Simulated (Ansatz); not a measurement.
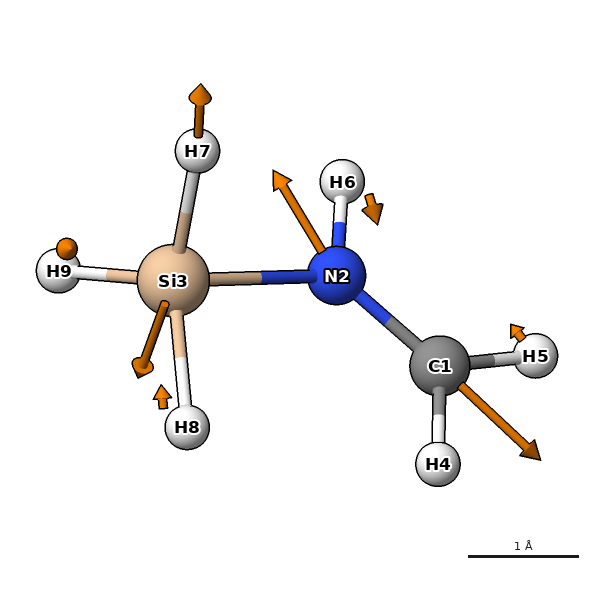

Arrows show the forces on the atoms, 0.5 Å of arrow for 1 eV/Å; forces under a tenth of the largest aren't drawn. The species has charge +1 and is a spin singlet. Level of theory: BLYP-D4/def2-TZVPP (Ansatz 0.2.0).

Which bond do the forces act along most?

Answer. C1–N2, now 1.260 Å: the forces push its atoms apart, so a first step downhill lengthens it.

List the force components in the frame of the picture (x right, y up, z towards the viewer), in eV/Å.

```tsv
atom	Fx	Fy	Fz
C1	1.49	−1.40	−0.19
N2	−0.92	1.53	0.02
Si3	−0.50	−1.39	−1.36
H4	−0.15	0.10	0.06
H5	−0.24	0.30	−0.05
H6	0.17	−0.57	0.15
H7	0.05	0.96	0.85
H8	−0.05	0.47	−0.03
H9	0.15	0.00	0.56
```
